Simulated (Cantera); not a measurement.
Feed: 1 mol Fe₃O₄, 2.3 mol CH₄, 1.2 mol H₂, at 0.0133 bar.

Method: chemical equilibrium by Gibbs-energy minimisation in Cantera with the NASA 1993 tables (ideal gas, pure condensed phases). Candidate condensed phases: C, C₆H₆, C₇H₈, C₈H₁₈, Fe, Fe(CO)₅, FeO, Fe(OH)₂, Fe(OH)₃, Fe₂O₃, Fe₃O₄, H₂O; 114 gas species. Mutual solubility and eutectic melting of coexisting phases are not modelled. The tables' stoichiometric FeO is somewhat more stable than real wüstite, so its field is too wide. FeO: taken at fixed stoichiometry. The numbers say what is thermodynamically allowed, not how fast it happens.

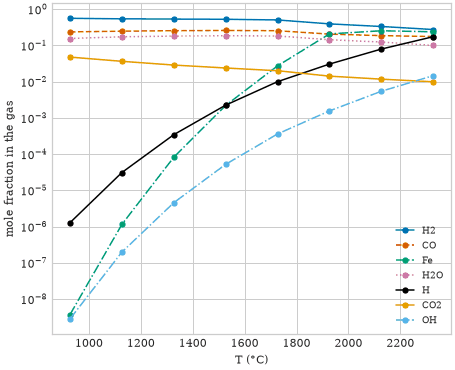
Equilibrium gas composition (values under 1e-9 drawn at 1e-9)

### Question
Read off the mole fractions at 1527 °C.

### Answer
H₂ about 0.53, CO about 0.26, H₂O about 0.19, CO₂ about 0.024, H about 0.0023, Fe about 0.0022, OH about 5.2e-5.
